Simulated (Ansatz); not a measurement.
```xyz
5

Zr   -0.0003    0.0006   -0.0817
Cl    0.0083   -0.0160    2.2725
F     1.7862    0.0096   -0.7368
F    -0.9009    1.5521   -0.7160
F    -0.8933   -1.5462   -0.7379
```

Geometry: PBE-D4/def2-SVP; core potentials replace the inner electrons of Zr.

Computed with Ansatz 0.2.0, RKS PBE0-D4/def2-TZVP.

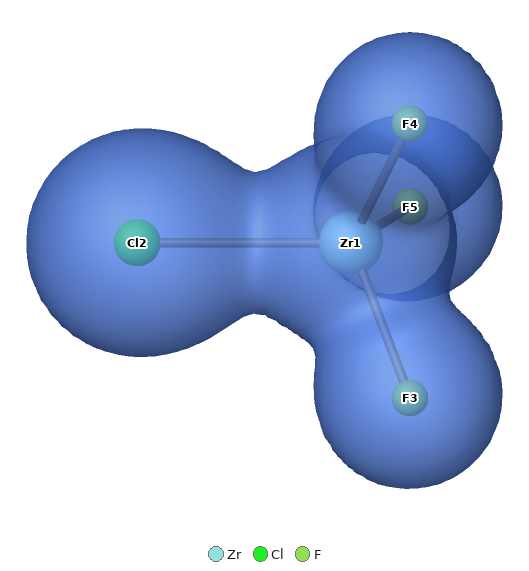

ClF3Zr (ZrClF3). Isosurface of the electron density at 0.2 e/Å³ (blue), seen from one side.

Question: How is the density connected at this value?

Answer: At this value the surface is in one piece. It bridges the sampled Zr–F (1.90 Å) and Zr–Cl (2.35 Å) contacts, where the density stays above the isovalue. On the grid the lowest density along these lines, outside the cores, is 0.94 e/Å³ (Zr–F, 1.90 Å) and 0.59 e/Å³ (Zr–Cl, 2.35 Å).
